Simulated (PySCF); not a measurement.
**SiSbH4Cl (SMILES [SiH3][SbH][Cl]), step by step**

Wanted: a series of 16 runs (PBE0-D4/def2-TZVP, MP2/def2-TZVPP, RI-MP2/def2-QZVPP, PBE-D4/def2-TZVPP, r2SCAN-D4/def2-TZVPP, B3LYP-D4/def2-TZVPP, PBE0-D4/def2-TZVPP, wB97M-V/def2-TZVPP, and more) of ClH4SbSi. The job is set up through a Python script.

The calculation is run with PySCF 2.14.0.

1 further run of the same task is left out (for a faulty analytic Hessian).

## (1) The molecule

SiSbH4Cl: 7 atoms, total charge 0, spin state singlet. SMILES: `[SiH3][SbH][Cl]`. Geometry: a rough force-field guess. The run starts from this shape.

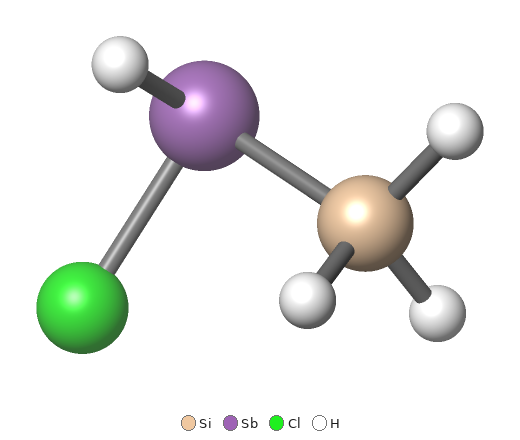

The structure, seen from a chosen angle (silicon light orange, antimony purple, chlorine green, hydrogen white).

## (2) A structure relaxation at PBE0-D4/def2-TZVP (density fitting with def2-universal-jkfit, core potential) (run 1)

Input file start.xyz:

```xyz
7

Si    -0.848600     0.347000    -0.090500
Sb     0.717700    -1.465900     0.432100
Cl     2.158500    -0.773800    -1.354000
H     -1.545600     0.078200    -1.344700
H     -0.152900     1.641300    -0.300100
H     -1.855400     0.556700     1.001600
H      1.587500    -0.451500     1.610000
```

Input file calc.py:

```python
from pyscf import gto, dft
from pyscf.geomopt.geometric_solver import kernel as optimise

mol = gto.M(
    atom='start.xyz',
    charge=0,
    basis='def2-tzvp',
    max_memory=1860,
    ecp={'Sb': 'def2-svp'},
    verbose=3,
    spin=0,
)

myscf = dft.RKS(mol)
myscf.xc = 'pbe0'
myscf = myscf.density_fit(auxbasis='def2-universal-jkfit')
myscf.max_cycle = 100
myscf.grids.level = 4
myscf.disp = 'd4'
myscf.conv_tol = 1e-09
converged, mol_eq = optimise(myscf, maxsteps=100)
print('converged:', converged)
print(mol_eq.tostring())

myscf.reset(mol_eq)
mol = mol_eq
myscf.kernel()
e_final = myscf.e_tot
print('E = %.10f Eh' % e_final)
```

Command:

```sh
OMP_NUM_THREADS=1 python calc.py
```

Standard output:

```text
maxiter                   100
----------------------------------------------------------
Custom engine selected.
Bonds will be generated from interatomic distances less than 1.20 times sum of covalent radii
21 internal coordinates being used (instead of 21 Cartesians)
Internal coordinate system (atoms numbered from 1):
Distance 1-2
Distance 1-4
Distance 1-5
Distance 1-6
Distance 2-3
Distance 2-7
Angle 2-1-4
Angle 2-1-5
Angle 2-1-6
Angle 4-1-5
Angle 4-1-6
Angle 5-1-6
Angle 1-2-3
Angle 1-2-7
Angle 3-2-7
Dihedral 4-1-2-3
Dihedral 4-1-2-7
Dihedral 5-1-2-3
Dihedral 5-1-2-7
Dihedral 6-1-2-3
Dihedral 6-1-2-7
Translation-X 1-7
Translation-Y 1-7
Translation-Z 1-7
Rotation-A 1-7
Rotation-B 1-7
Rotation-C 1-7
> ===== Optimization Info: ====
> Job type: Energy minimization
> Maximum number of optimization cycles: 100
> Initial / maximum trust radius (Angstrom): 0.100 / 0.300
> Convergence Criteria:
> Will converge when all 5 criteria are reached:
>  |Delta-E| < 1.00e-06
[... 17 lines left out ...]
WARN: Mole.unit (angstrom) is changed to Bohr
[... 1 line left out ...]
converged SCF energy = -992.133003493725
[... 11 lines left out ...]
Step    0 : Gradient = 2.011e-02/3.473e-02 (rms/max) Energy = -992.1330034937
[... 12 lines left out ...]
converged SCF energy = -992.138191359683
[... 24 lines left out ...]
converged SCF energy = -992.138606834844
[... 24 lines left out ...]
converged SCF energy = -992.138679583913
[... 24 lines left out ...]
converged SCF energy = -992.138686100966
[... 24 lines left out ...]
converged SCF energy = -992.13868813303
[... 24 lines left out ...]
converged SCF energy = -992.138689289343
[... 24 lines left out ...]
converged SCF energy = -992.138689470792
[... 13 lines left out ...]
Converged! =D
[... 1 line left out ...]
converged: True
Si         -0.88232044        0.42247792       -0.10456743
Sb          0.79268667       -1.47108781        0.43352797
Cl          2.23184250       -0.85875177       -1.34424269
H          -1.60320361        0.06861853       -1.35361060
H          -0.17036264        1.71282734       -0.27318086
H          -1.86145719        0.52138856        1.01235199
H           1.56405600       -0.45965733        1.58220324
converged SCF energy = -992.13868947081
E = -992.1386894708 Eh
```

It took 3.7 min on 1 thread of Arm Neoverse V2, shared host; peak memory 1.4 GiB.

Step by step:

```csv
step,energy from the first frame kept (eV),largest force (eV/Å)
0,0.0000,1.7857
1,-0.1412,0.4995
2,-0.1525,0.1738
3,-0.1545,0.0312
4,-0.1546,0.0065
5,-0.1547,0.0078
6,-0.1547,0.0058
7,-0.1547,0.0020
```

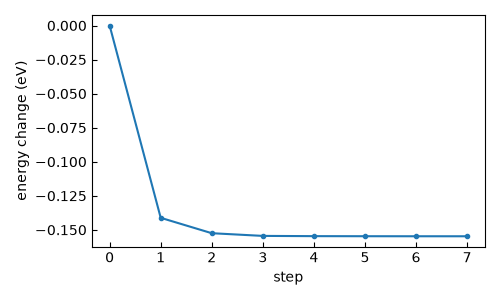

Energy along the run.

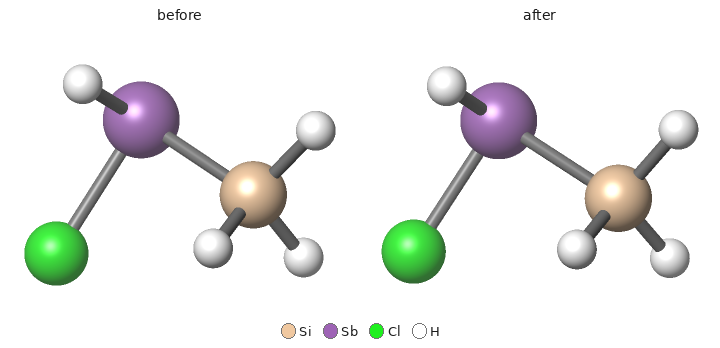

Before and after, at one scale.

After the run. Bond lengths: Si1–Sb2 2.585 Å, Sb2–Cl3 2.368 Å, Si1–H4 1.485 Å, Si1–H5 1.483 Å, Si1–H6 1.489 Å, Sb2–H7 1.714 Å. Angles: Si1–Sb2–Cl3 92.8°, Si1–Sb2–H7 89.9°, Cl3–Sb2–H7 94.4°, Sb2–Si1–H4 108.4°, Sb2–Si1–H5 110.5°, Sb2–Si1–H6 108.6°, H4–Si1–H5 110.2°, H4–Si1–H6 109.1°, H5–Si1–H6 110.1°.

## (3) The energy at MP2/def2-TZVPP (core potential) (run 3)

Input file calc.py:

```python
from pyscf import gto, mp

system = gto.Mole()
system.atom = '''
Si    -1.667343     0.798368    -0.197603
Sb     1.497961    -2.779953     0.819249
Cl     4.217570    -1.622806    -2.540251
H     -3.029616     0.129671    -2.557954
H     -0.321939     3.236774    -0.516237
H     -3.517644     0.985282     1.913068
H      2.955637    -0.868626     2.989930
'''
system.charge = 0
system.verbose = 3
system.max_memory = 1860
system.basis = 'def2-tzvpp'
system.ecp = {'Sb': 'def2-svp'}
system.unit = 'bohr'
system.build()

mf = system.RHF()
mf.conv_tol = 1e-10
mf.kernel()
if not mf.converged:
    mf = mf.newton().run(mf.mo_coeff, mf.mo_occ)

pt = mp.MP2(mf, frozen=14).run()
e_final = pt.e_tot
print('Final energy', e_final)
```

Command:

```sh
OMP_NUM_THREADS=1 python calc.py
```

Standard output:

```text
converged SCF energy = -990.077323983088
E(RMP2) = -990.744125017214  E_corr = -0.666801034125377
E(SCS-RMP2) = -990.720100850246  E_corr = -0.642776867157763
Final energy -990.7441250172137
```

Run time: 21 s. Hardware: 1 thread of Arm Neoverse V2, shared host; peak memory 1.7 GiB.

Runs 4 to 6 aren't shown in full; the table further down has their settings and results.

## (4) The energy at B3LYP-D4/def2-TZVPP (core potential) (run 7)

Input file calc.py:

```python
# [SiH3][SbH][Cl]
from pyscf import gto, dft

molecule = gto.M(
    atom='''
Si    -1.667343     0.798368    -0.197603
Sb     1.497961    -2.779953     0.819249
Cl     4.217570    -1.622806    -2.540251
H     -3.029616     0.129671    -2.557954
H     -0.321939     3.236774    -0.516237
H     -3.517644     0.985282     1.913068
H      2.955637    -0.868626     2.989930
''',
    spin=0,
    verbose=3,
    max_memory=1860,
    basis='def2-tzvpp',
    unit='bohr',
    ecp={'Sb': 'def2-svp'},
)

mf = dft.RKS(molecule, xc='b3lyp')
mf.disp = 'd4'
mf.conv_tol = 1e-10
mf.grids.level = 5
mf.kernel()
if not mf.converged:
    mf = mf.newton().run(mf.mo_coeff, mf.mo_occ)

e_tot = mf.e_tot
print(f'total energy: {e_tot:.8f} hartree')
```

Command:

```sh
OMP_NUM_THREADS=1 python calc.py
```

Standard output:

```text
converged SCF energy = -992.538763962538
total energy: -992.53876396 hartree
```

Run time: 68 s. Hardware: 1 thread of Arm Neoverse V2, shared host; peak memory 1.8 GiB.

Runs 8 to 16 aren't shown in full; the table further down has their settings and results.

## (5) The doublet cation: a single-point energy at UPBE0-D4/def2-TZVPP (core potential) (run 17)

Input file calc.py:

```python
from pyscf import gto, dft

mol = gto.Mole()
mol.atom = '''
Si      -0.882320       0.422478      -0.104567
Sb       0.792687      -1.471088       0.433528
Cl       2.231842      -0.858752      -1.344243
H       -1.603204       0.068619      -1.353611
H       -0.170363       1.712827      -0.273181
H       -1.861457       0.521389       1.012352
H        1.564056      -0.459657       1.582203
'''
mol.max_memory = 1860
mol.basis = 'def2-tzvpp'
mol.spin = 1
mol.ecp = {'Sb': 'def2-svp'}
mol.charge = 1
mol.verbose = 3
mol.build()

myscf = dft.UKS(mol)
myscf.xc = 'pbe0'
myscf.conv_tol = 1e-10
myscf.disp = 'd4'
myscf.grids.level = 5
myscf.kernel()
if not myscf.converged:
    myscf = myscf.newton().run(myscf.mo_coeff, myscf.mo_occ)

etot = myscf.e_tot
print('Final energy', etot)
```

Command:

```sh
OMP_NUM_THREADS=1 python calc.py
```

Standard output:

```text
WARN: HOMO -0.593457564367842 >= LUMO -0.593457564367845

converged SCF energy = -991.801014576817  <S^2> = 0.75618948  2S+1 = 2.0061799
Final energy -991.8010145768175
```

Run time: 2.7 min. Hardware: 1 thread of Arm Neoverse V2, shared host; peak memory 1.8 GiB.

## (6) Overview of the runs

```csv
run,level,task,integral approximation,partner,energy (Eh),dipole moment (D) of the reference,HOMO energy (eV),LUMO energy (eV),wall time
1,"PBE0-D4/def2-TZVP (density fitting with def2-universal-jkfit, core potential)",optimise,def2-universal-jkfit,base,-992.138689,2.36,-7.28,-1.82,3.7 min
3,MP2/def2-TZVPP (core potential),energy,none,base,-990.744125,2.67,-9.48,1.27,21 s
4,"RI-MP2/def2-QZVPP (density fitting with def2-universal-jkfit, core potential)",energy,def2-universal-jkfit,base,-991.036855,2.64,-9.49,1.10,20 s
5,PBE-D4/def2-TZVPP (core potential),energy,none,base,-992.060766,2.20,-6.26,-2.61,66 s
6,r2SCAN-D4/def2-TZVPP (core potential),energy,none,base,-992.440442,2.31,-6.51,-2.45,2.3 min
7,B3LYP-D4/def2-TZVPP (core potential),energy,none,base,-992.538764,2.37,-7.08,-2.03,68 s
8,PBE0-D4/def2-TZVPP (core potential),energy,none,base,-992.139394,2.35,-7.28,-1.82,68 s
9,wB97M-V/def2-TZVPP (core potential),energy,none,base,-992.306799,2.43,-9.25,0.02,4.2 min
10,B2PLYP/def2-TZVPP (core potential),energy,none,base,-991.937799,2.52,-8.07,-0.66,70 s
11,SVWN5/def2-TZVPP (core potential),energy,none,base,-989.370971,2.23,-6.39,-2.84,44 s
12,M06-2X/def2-TZVPP (core potential),energy,none,base,-992.272957,2.54,-8.27,-0.89,2.6 min
13,HF/STO-3G,energy,none,base,-6993.938307,3.36,-6.97,5.77,0.99 s
14,UMP2/def2-TZVPP (core potential),energy,none,cation,-990.399939,–,-16.46,-7.62,83 s
15,UPBE-D4/def2-TZVPP (core potential),energy,none,cation,-991.729257,–,-12.49,-11.74,2.2 min
16,UB3LYP-D4/def2-TZVPP (core potential),energy,none,cation,-992.199328,–,-13.40,-11.31,2.7 min
17,UPBE0-D4/def2-TZVPP (core potential),energy,none,cation,-991.801015,–,-13.67,-11.08,2.7 min
```

## (7) Outcome

```
                                                               quantity          value
                                   doublet cation, run 17: total energy  -991.80101 Eh
             doublet cation, run 17: HOMO energy (highest over α and β)      -13.67 eV
              doublet cation, run 17: LUMO energy (lowest over α and β)      -11.08 eV
                              doublet cation, run 17: dispersion energy  -13.42 kJ/mol
                                           doublet cation, run 17: ⟨S²⟩          0.756
     vertical ionisation energy (to the doublet cation), MP2/def2-TZVPP       9.366 eV
  vertical ionisation energy (to the doublet cation), PBE-D4/def2-TZVPP       9.021 eV
vertical ionisation energy (to the doublet cation), B3LYP-D4/def2-TZVPP       9.237 eV
 vertical ionisation energy (to the doublet cation), PBE0-D4/def2-TZVPP       9.208 eV
```

**Reading.** At MP2/def2-TZVPP: the vertical ionisation energy comes to 9.37 eV (216 kcal/mol). At PBE-D4/def2-TZVPP: the vertical ionisation energy comes to 9.02 eV (870 kJ/mol). The negative HOMO energy of the first species, 6.26 eV, lies 2.77 eV below that difference. At B3LYP-D4/def2-TZVPP: the vertical ionisation energy comes to 9.24 eV (213 kcal/mol). The negative HOMO energy of the first species, 7.08 eV, lies 2.15 eV below that difference. At PBE0-D4/def2-TZVPP: removing an electron at fixed nuclei costs 9.21 eV (212 kcal/mol). Totals of different functionals can't be ranked against each other. Some runs of one species differ in core potentials or relativity; totals across that change don't compare. In run 13 the basis is minimal, so the values are rough. In run 13 relativity is left out where basis or elements ask for it. All runs together took 28 min, the longest 4.2 min.
